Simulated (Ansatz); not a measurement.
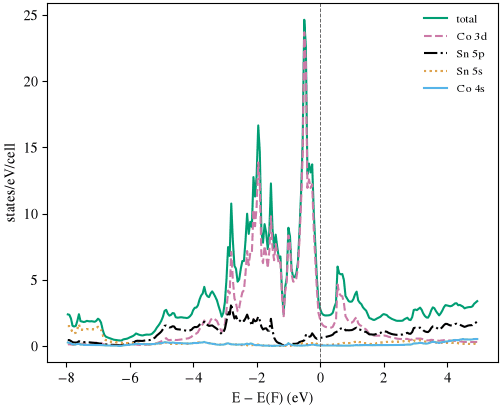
Figure. Total and projected density of states of CoSn in space group P6/mmm (No. 191; Co on 3f, Sn on 1a, Sn on 2d), DFT-PBEsol in the program Ansatz with PAW potentials

### Question
Which orbitals carry the states next to the Fermi level?

### Answer
Within 0.5 eV of the Fermi level: Co 3d 86 %, Sn 5p 10 %. Projections are on Löwdin-orthogonalised atomic valence shells; empty p or d shells of many metals are not among them.

### Question
Where is the tallest occupied peak in this window, and what makes it?

### Answer
Near -0.5 eV, about 25 states/eV per cell; the largest projected share is Co 3d.

The cell was relaxed with PBEsol under the symmetry of its start. The workflow began spin-polarised and lost its moments. Scalar-relativistic: spin–orbit coupling is off unless named, which matters more the heavier the elements.

Potentials: the later of the program's two PAW sets.
